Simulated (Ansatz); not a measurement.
# C2H7AlFN (SMILES C[CH2][Al]([NH2])[F]): levels of theory compared

We compute a comparison of 3 runs (HF/3-21G, HF/def2-TZVP, B3LYP/6-31G*) of C2H7AlFN. 

The results are computed with Ansatz 0.2.0.

4 further runs of the same task are left out: 1 for a known fault of the program, 3 set aside as unsound or not needed.

## Step 1: The system as given

C2H7AlFN has 12 atoms, charge 0, and is taken as a singlet. SMILES: `C[CH2][Al]([NH2])[F]`. The coordinates come from a PBE0-D4/def2-TZVP relaxation. This is one conformer, not always the lowest.

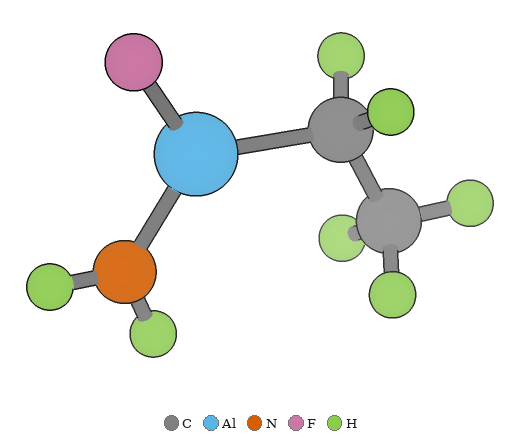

The structure, seen from a chosen angle (carbon grey, aluminium blue, nitrogen orange, fluorine pink, hydrogen green).

## Step 2: Energy and forces at HF/3-21G (run 1)

File input.yaml:

```yaml
crystal:
  periodic: [false, false, false]
  atoms:
    - {symbol: C, position_ang: [-0.605000, 0.715800, 1.318200]}
    - {symbol: C, position_ang: [0.529200, 0.985200, 0.328300]}
    - {symbol: Al, position_ang: [0.722500, -0.342400, -1.082100]}
    - {symbol: "N", position_ang: [-0.319500, -1.755800, -1.223400]}
    - {symbol: F, position_ang: [1.907100, -0.181200, -2.227700]}
    - {symbol: H, position_ang: [-0.669000, 1.490000, 2.088400]}
    - {symbol: H, position_ang: [-0.473900, -0.239600, 1.833900]}
    - {symbol: H, position_ang: [-1.577400, 0.678400, 0.819400]}
    - {symbol: H, position_ang: [1.486800, 1.060500, 0.857600]}
    - {symbol: H, position_ang: [0.397400, 1.966300, -0.144000]}
    - {symbol: H, position_ang: [-0.245800, -2.459600, -1.939500]}
    - {symbol: H, position_ang: [-1.075300, -1.972600, -0.595100]}
basis:
  gaussian: {orbitals: 3-21G.json}
hamiltonian: {xc: hf}
accuracy: high
output: {forces: true, orbitals: {seedname: orbitals}}
```

The basis set 3-21G is read from a file made from the Basis Set Exchange's data (not shown).

Run with:

```
ansatz run input.yaml --threads 1 --pin off --max-ram 2610MiB --events-out events.jsonl --progress --plain --runs-dir runs
```

The log of the run, shortened:

```text
Warning: RAYON_NUM_THREADS=1 ignored (pool sized by the plan → 1); use --threads N
Functional definition: HF
  name "HF"
[...]
1525 factors; integrals over basis functions are off by at most 7.9e-9 eV
[...]
mean field -12875.18349188 eV, -473.1542662138 hartree, gradient 3.3e-8 eV, S^2 0.000000; 0 other end points of the search recorded, 0 dependent functions left out
[...]
reference -12875.18349188 eV, -473.1542662138 hartree; 24, 24 occupied and 39, 39 virtual orbitals, 1525 factors
Total energy: -12875.18349188 eV, -473.1542662138 hartree
Atom 0 at    -0.605000     0.715800     1.318200 Å, force    -0.675351    -0.125385     0.625517 eV/Å
Atom 1 at     0.529200     0.985200     0.328300 Å, force     0.652550     0.582845    -0.187125 eV/Å
Atom 2 at     0.722500    -0.342400    -1.082100 Å, force    -0.083612    -0.233800    -0.121227 eV/Å
Atom 3 at    -0.319500    -1.755800    -1.223400 Å, force    -0.161147    -0.276198    -0.072695 eV/Å
Atom 4 at     1.907100    -0.181200    -2.227700 Å, force     0.104609    -0.003893    -0.117415 eV/Å
Atom 5 at    -0.669000     1.490000     2.088400 Å, force     0.051013    -0.188335    -0.226106 eV/Å
Atom 6 at    -0.473900    -0.239600     1.833900 Å, force     0.017503     0.230818    -0.144342 eV/Å
Atom 7 at    -1.577400     0.678400     0.819400 Å, force     0.257828     0.029290     0.076975 eV/Å
Atom 8 at     1.486800     1.060500     0.857600 Å, force    -0.243737    -0.003678    -0.017324 eV/Å
Atom 9 at     0.397400     1.966300    -0.144000 Å, force    -0.040657    -0.174732     0.169244 eV/Å
Atom 10 at    -0.245800    -2.459600    -1.939500 Å, force    -0.005296     0.130112     0.122959 eV/Å
Atom 11 at    -1.075300    -1.972600    -0.595100 Å, force     0.126297     0.032957    -0.108462 eV/Å
Dipole moment:    -0.383105    -0.141206     0.290250 e Å
```

It took 1.6 s on 1 thread of Arm Neoverse V2, shared host.

## Step 3: Energy and forces at HF/def2-TZVP (run 2)

File run.yaml:

```yaml
basis:
  gaussian: {orbitals: def2-TZVP}
crystal:
  periodic: [false, false, false]
  atoms:
    - symbol: C
      position_ang: [-0.605000, 0.715800, 1.318200]
    - symbol: C
      position_ang: [0.529200, 0.985200, 0.328300]
    - symbol: Al
      position_ang: [0.722500, -0.342400, -1.082100]
    - symbol: "N"
      position_ang: [-0.319500, -1.755800, -1.223400]
    - symbol: F
      position_ang: [1.907100, -0.181200, -2.227700]
    - symbol: H
      position_ang: [-0.669000, 1.490000, 2.088400]
    - symbol: H
      position_ang: [-0.473900, -0.239600, 1.833900]
    - symbol: H
      position_ang: [-1.577400, 0.678400, 0.819400]
    - symbol: H
      position_ang: [1.486800, 1.060500, 0.857600]
    - symbol: H
      position_ang: [0.397400, 1.966300, -0.144000]
    - symbol: H
      position_ang: [-0.245800, -2.459600, -1.939500]
    - symbol: H
      position_ang: [-1.075300, -1.972600, -0.595100]
magnetization: {spin_polarized: false, initial_magnetization: 0}
hamiltonian: {xc: hf}
accuracy: high
output: {forces: true, orbitals: {seedname: orbitals}}
```

Run with:

```
ansatz run run.yaml --threads 1 --pin off --max-ram 2610MiB --events-out events.jsonl --progress --plain --runs-dir runs
```

The log of the run, shortened:

```text
Warning: RAYON_NUM_THREADS=1 ignored (pool sized by the plan → 1); use --threads N
[... 2 set-up lines as earlier in the session ...]
[...]
3736 factors; integrals over basis functions are off by at most 2.8e-8 eV
[...]
mean field -12948.57898696 eV, -475.8515009086 hartree, gradient 2.7e-8 eV, S^2 0.000000; 0 other end points of the search recorded, 0 dependent functions left out
[...]
reference -12948.57898696 eV, -475.8515009086 hartree; 24, 24 occupied and 179, 179 virtual orbitals, 3736 factors
Total energy: -12948.57898696 eV, -475.8515009086 hartree
Atom 0 at    -0.605000     0.715800     1.318200 Å, force    -0.328041    -0.005338     0.356254 eV/Å
Atom 1 at     0.529200     0.985200     0.328300 Å, force     0.318203     0.300768    -0.078729 eV/Å
Atom 2 at     0.722500    -0.342400    -1.082100 Å, force     0.331794    -0.165144    -0.511388 eV/Å
Atom 3 at    -0.319500    -1.755800    -1.223400 Å, force    -0.259128    -0.383980    -0.063773 eV/Å
Atom 4 at     1.907100    -0.181200    -2.227700 Å, force    -0.427589    -0.057333     0.414371 eV/Å
Atom 5 at    -0.669000     1.490000     2.088400 Å, force     0.013612    -0.208128    -0.203293 eV/Å
Atom 6 at    -0.473900    -0.239600     1.833900 Å, force    -0.023263     0.238920    -0.125281 eV/Å
Atom 7 at    -1.577400     0.678400     0.819400 Å, force     0.240726     0.017720     0.117796 eV/Å
Atom 8 at     1.486800     1.060500     0.857600 Å, force    -0.239003    -0.008508    -0.086839 eV/Å
Atom 9 at     0.397400     1.966300    -0.144000 Å, force     0.007592    -0.215575     0.139825 eV/Å
Atom 10 at    -0.245800    -2.459600    -1.939500 Å, force    -0.067938     0.395578     0.431304 eV/Å
Atom 11 at    -1.075300    -1.972600    -0.595100 Å, force     0.433035     0.091020    -0.390248 eV/Å
Dipole moment:    -0.336947    -0.107667     0.270172 e Å
```

Run time: 32 s. Hardware: 1 thread of Arm Neoverse V2, shared host; peak memory 1 GiB.

## Step 4: Energy and forces at B3LYP/6-31G(d) (spherical functions) (run 3)

input.yaml, as its differences from that of step 2:

```diff
@@ -16,4 +16,6 @@
 basis:
-  gaussian: {orbitals: 3-21G.json}
-hamiltonian: {xc: hf}
+  gaussian:
+    orbitals: 6-31G_st_-spherical.json
+hamiltonian:
+  xc: {name: B3LYP}
 accuracy: high
```

The basis set 6-31G* is read from a file made from the Basis Set Exchange's data (not shown).

Run with:

```
ansatz run input.yaml --threads 1 --pin off --max-ram 2610MiB --events-out events.jsonl --progress --plain --runs-dir runs
```

The log of the run, shortened:

```text
Warning: RAYON_NUM_THREADS=1 ignored (pool sized by the plan → 1); use --threads N
Functional definition: B3LYP
  name "B3LYP"
[...]
2108 factors; integrals over basis functions are off by at most 1.0e-8 eV
[...]
mean field -12995.18620765 eV, -477.5642846775 hartree, gradient 2.6e-8 eV, S^2 0.000000; 0 other end points of the search recorded, 0 dependent functions left out
[...]
reference -12995.18625220 eV, -477.5642863147 hartree; 24, 24 occupied and 64, 64 virtual orbitals, 2108 factors
Total energy: -12995.18625220 eV, -477.5642863147 hartree
Atom 0 at    -0.605000     0.715800     1.318200 Å, force    -0.123689    -0.021246     0.119371 eV/Å
Atom 1 at     0.529200     0.985200     0.328300 Å, force     0.154815     0.101593    -0.080813 eV/Å
Atom 2 at     0.722500    -0.342400    -1.082100 Å, force     0.049837     0.139205     0.071025 eV/Å
Atom 3 at    -0.319500    -1.755800    -1.223400 Å, force    -0.070271    -0.103555    -0.016801 eV/Å
Atom 4 at     1.907100    -0.181200    -2.227700 Å, force     0.240566     0.033218    -0.232167 eV/Å
Atom 5 at    -0.669000     1.490000     2.088400 Å, force    -0.018432     0.092258     0.103428 eV/Å
Atom 6 at    -0.473900    -0.239600     1.833900 Å, force     0.014230    -0.101142     0.069840 eV/Å
Atom 7 at    -1.577400     0.678400     0.819400 Å, force    -0.115730     0.005374    -0.049226 eV/Å
Atom 8 at     1.486800     1.060500     0.857600 Å, force     0.084792     0.004409     0.073367 eV/Å
Atom 9 at     0.397400     1.966300    -0.144000 Å, force    -0.031668     0.099198    -0.033672 eV/Å
Atom 10 at    -0.245800    -2.459600    -1.939500 Å, force     0.020572    -0.188803    -0.193010 eV/Å
Atom 11 at    -1.075300    -1.972600    -0.595100 Å, force    -0.205022    -0.060508     0.168659 eV/Å
Dipole moment:    -0.341737    -0.137533     0.248417 e Å
```

It took 12 s on 1 thread of Arm Neoverse V2, shared host.

## Step 5: Overview of the runs

| run | level | energy (Eh) | dipole moment (D) | HOMO energy (eV) | LUMO energy (eV) | wall time |
| --- | --- | --- | --- | --- | --- | --- |
| 1 | HF/3-21G | -473.154266 | 2.41 | -10.63 | 3.48 | 1.6 s |
| 2 | HF/def2-TZVP | -475.851501 | 2.14 | -11.01 | 2.58 | 32 s |
| 3 | B3LYP/6-31G* (spherical functions) | -477.564286 | 2.13 | -6.90 | 0.15 | 12 s |

## Step 6: Summary of results

| quantity | value |
| --- | --- |
| run 3: total energy | -477.56429 Eh |
| run 3: dipole moment | 2.13 D |
| run 3: HOMO energy | -6.90 eV |
| run 3: LUMO energy | 0.15 eV |
| run 3: HOMO–LUMO gap | 7.05 eV |
| run 3: largest force on an atom | 0.336 eV/Å |

**Reading.** The dipole moment (its size) runs from 2.13 D (B3LYP/6-31G*) to 2.41 D (HF/3-21G). The two ends differ in method and basis. The HOMO–LUMO gap runs from 7.05 eV (B3LYP/6-31G*) to 14.12 eV (HF/3-21G). All runs together took 45 s, the longest 32 s.
